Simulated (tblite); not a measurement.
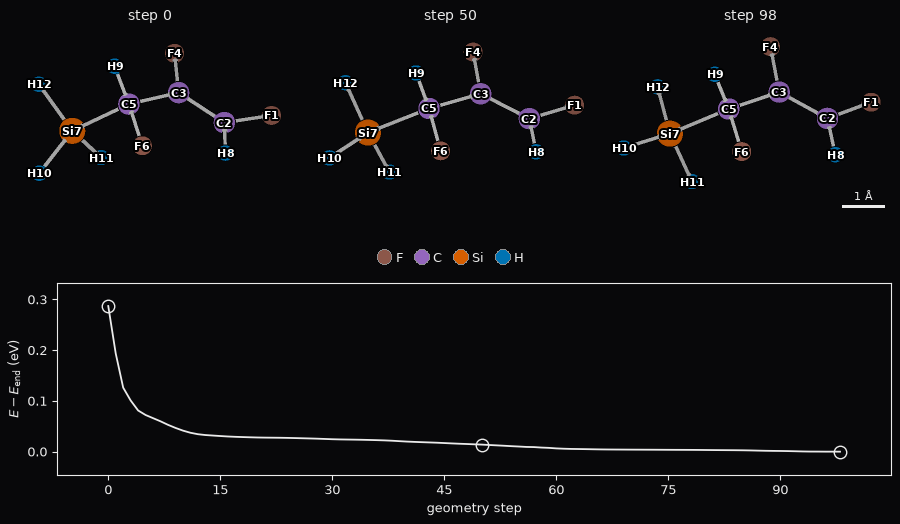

Frames of a relaxation of C3H5F3Si, marked on the history of the run. Style: ball-and-stick. Shown from a free direction.

Method: GFN2-xTB geometry optimisation, gas phase (tblite). 

Describe the path.

Answer. Over 98 geometry steps the energy falls by 0.287 eV. The largest move after the best rigid fit is that of H10, 0.72 Å. Largest moves by element: H 0.72 Å, F 0.38 Å, C 0.14 Å, Si 0.12 Å. Some distances before and after: C5–Si7 1.880 → 1.943 Å, C3–C5 1.514 → 1.486 Å, F1–C2 1.360 → 1.340 Å, C3–F4 1.367 → 1.350 Å. Bond angles that change, for instance: C2–C3–C5 118.4° → 125.8°, F6–C5–H9 113.6° → 106.2°, F4–C3–C5 119.1° → 112.3°. Groups turn about C5–Si7 by about 35°. The run took 0.8 s on 1 thread of Arm Neoverse N1, with other jobs on the host. From step 0 to 50: H10 moves most (0.47 Å), energy −0.273 eV. From step 50 to 98: H12 moves most (0.39 Å), energy −0.014 eV.

| step | E − E(0), eV |
| --- | --- |
| 0 | 0.0000 |
| 1 | -0.0934 |
| 2 | -0.1608 |
| 3 | -0.1861 |
| 4 | -0.2059 |
| 5 | -0.2148 |
| 6 | -0.2210 |
| 7 | -0.2272 |
| 8 | -0.2341 |
| 9 | -0.2402 |
| 10 | -0.2455 |
| 15 | -0.2562 |
| 19 | -0.2587 |
| 24 | -0.2599 |
| 29 | -0.2620 |
| 33 | -0.2634 |
| 38 | -0.2655 |
| 42 | -0.2683 |
| 47 | -0.2714 |
| 52 | -0.2746 |
| 56 | -0.2777 |
| 61 | -0.2812 |
| 66 | -0.2826 |
| 70 | -0.2830 |
| 75 | -0.2834 |
| 79 | -0.2836 |
| 84 | -0.2842 |
| 89 | -0.2855 |
| 93 | -0.2866 |
| 98 | -0.2871 |
